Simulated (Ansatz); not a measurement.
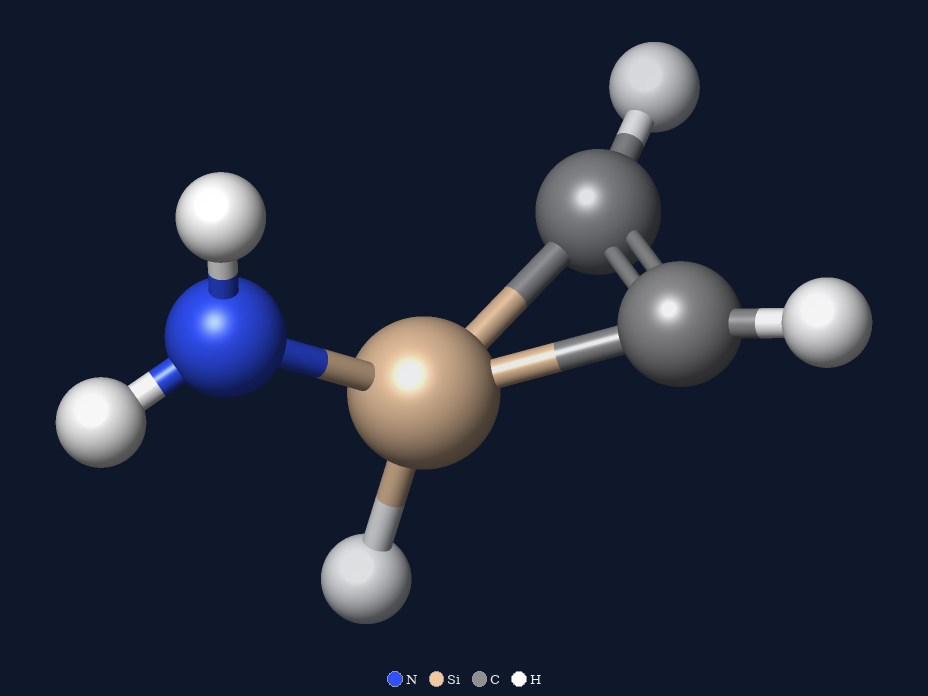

Computed geometry: PBE0-D4/def2-TZVP optimisation. No frequency run is at hand to confirm it as a minimum.

Draw it as a skeletal formula.

SMILES: N[SiH]1C=C1

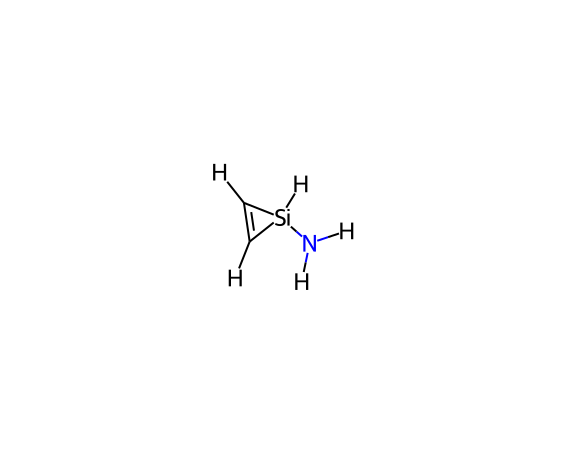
